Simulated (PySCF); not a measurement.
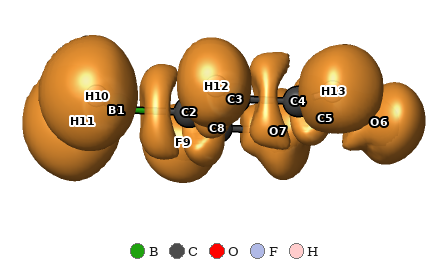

Figure 1: C5H4BFO2 (SMILES Bc1ccc(=O)oc1F). Isosurface of the electron localisation function at 0.75 (orange), seen from one side. Only the valence region is drawn (cores and ρ < 0.01 e/Å³ removed).

Geometry: GFN2-xTB.

Computed with CAM-B3LYP/def2-SVPD, SCF density, gas phase in PySCF 2.14.0.

| atom | x (Å) | y (Å) | z (Å) |
| --- | --- | --- | --- |
| B | 2.2506 | 0.5231 | -0.2451 |
| C | 0.7777 | 0.0999 | -0.0804 |
| C | -0.3167 | 1.0328 | -0.0309 |
| C | -1.5980 | 0.6314 | 0.1138 |
| C | -1.9477 | -0.7619 | 0.2272 |
| O | -3.0329 | -1.2481 | 0.3583 |
| O | -0.8462 | -1.6426 | 0.1742 |
| C | 0.3796 | -1.2016 | 0.0322 |
| F | 1.2396 | -2.2127 | 0.0090 |
| H | 2.5029 | 1.6587 | -0.3336 |
| H | 3.0888 | -0.2860 | -0.2795 |
| H | -0.0799 | 2.0827 | -0.1144 |
| H | -2.4222 | 1.3248 | 0.1514 |

Q: Where are the electrons localised?

A: The surface consists of one region between bonded B–C atoms (shared pairs), four regions between bonded C–C atoms (shared pairs), four regions around hydrogen nuclei, one region on F in which the atom's valence shell and bonds are merged and two regions on O in which the atom's valence shell and bonds are merged.

Values along the shortest contacts:
C–O (1.20 Å): the ELF peaks at about 0.90 between the atoms: a short, multiple covalent bond. C–F (1.33 Å): the ELF peaks at about 0.85 between the atoms: a polar covalent bond.
